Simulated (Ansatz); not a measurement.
What x(Pb) = 0.25, 12 atoms, Immm does to SnO2

Base system: SnO₂ in the rutile structure (space group P4_2/mnm, No. 136; a = 4.828 Å, c = 3.238 Å).

The other end (x = 1) is PbO2 in the rutile structure (space group P4_2/mnm, No. 136): 14.82 Å³/atom, gap zero.

The change: a fraction x = 0.25 of the Sn sites is given to Pb, ordered in a cell of 12 atoms (starting symmetry Immm) and fully relaxed.

All numbers come from PBE in Ansatz (plane waves to 420 eV, PAW, no spin-orbit coupling). k-mesh 7×7×7 (Γ-centred); smearing 0.05 eV (Fermi–Dirac), for the changed cell.

| quantity | base | changed | shift |
|---|---|---|---|
| volume per atom | 12.58 Å³ | 13.09 Å³ | +0.51 Å³ |
| density | 6.63 g/cm³ | 7.31 g/cm³ | +0.674 g/cm³ |
| band gap (an upper bound: an edge found on the path is not a true extremum; the base alone) | 0.68 eV | zero | – |
| mixing energy (to 0.01 eV only: unlike meshes or grids) | – | +0.01 eV/atom | – |
| deviation of the volume from the linear (Vegard-type) interpolation | – | -0.3 % | – |
| mean first-shell distances | – | Sn–O 2.099 Å (end compound 2.089 Å), Pb–O 2.181 Å (end compound 2.207 Å) | – |

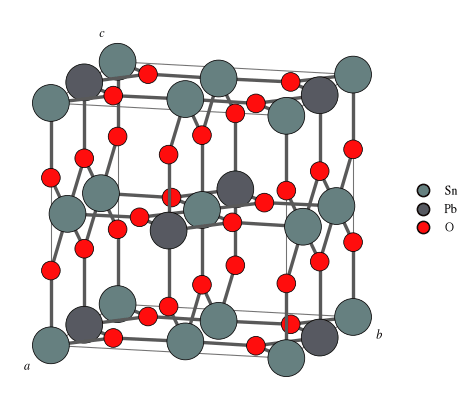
Fig. 1. The relaxed conventional cell after the change

These are small ordered cells, not random alloys; other orderings at the same x differ. Spin-orbit coupling, missing from the scalar runs, can matter with Pb. No phonon test of stability was made. The final runs are not spin-polarised. Gaps under 0.05 eV, about the width of the smearing, are given as zero. A zero or small gap of Sn3PbO8 and PbO2 can be the functional's error rather than a property of the material.

Ansatz is an electronic-structure program.
